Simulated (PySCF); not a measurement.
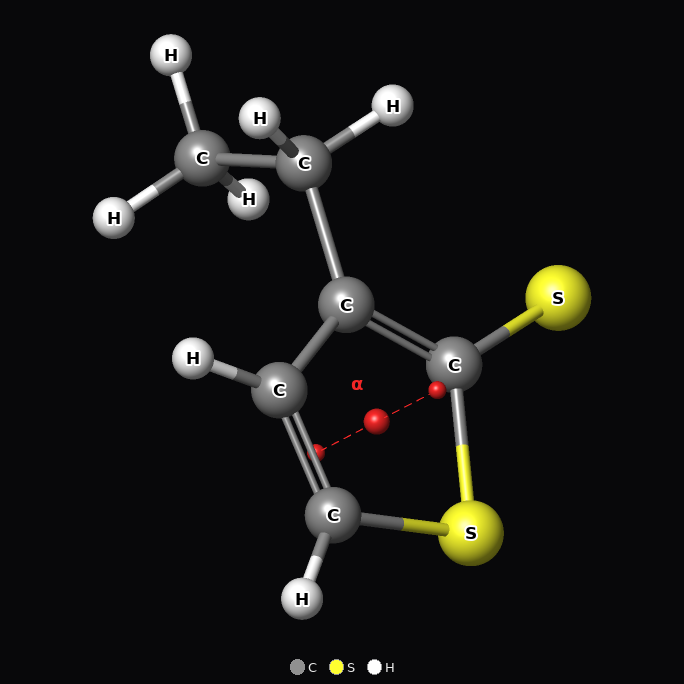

The small points mark where nucleus-independent chemical shifts (NICS) were computed: at the centre of each lettered ring and 1 Å above and below it. The species has charge −1 and is a spin singlet. Geometry: an end point of a reaction path computed with GFN2-xTB. Level of theory: GIAO PBE0/pcSseg-1 NMR shielding, non-relativistic, gas phase (PySCF 2.14.0).

Give NICS(0), NICS(1) and the out-of-plane component NICS(1)zz for each ring (means of the two sides).

```tsv
ring	members	NICS(0)	NICS(1)	NICS(1)zz
α	C4S	−9.8	−8.4	−17.0
```

Values in ppm.

> What do the values say about the ring currents?

Ring α: diatropic, as in an aromatic ring. NICS is one index among several.
